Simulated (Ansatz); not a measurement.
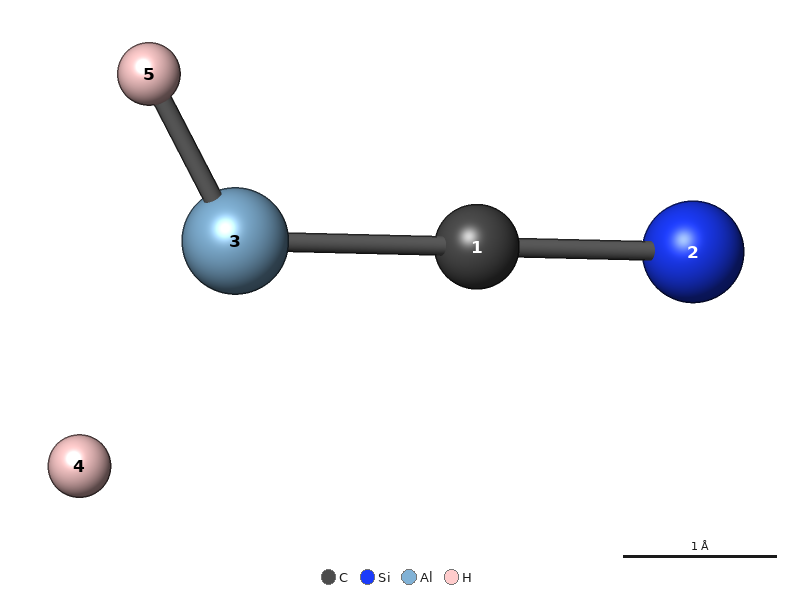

The picture comes from a calculation with Ansatz.

Charge −1, singlet. Geometry: moved along internal coordinates away from the minimum.

**What is the geometry at Al3?**

Al3 has 2 neighbours (C1 at 1.85, H5 at 1.33 Å); the arrangement is bent.

**What is the geometry at C1?**

C1 has 2 neighbours (Si2 at 1.66, Al3 at 1.85 Å); the arrangement is linear.
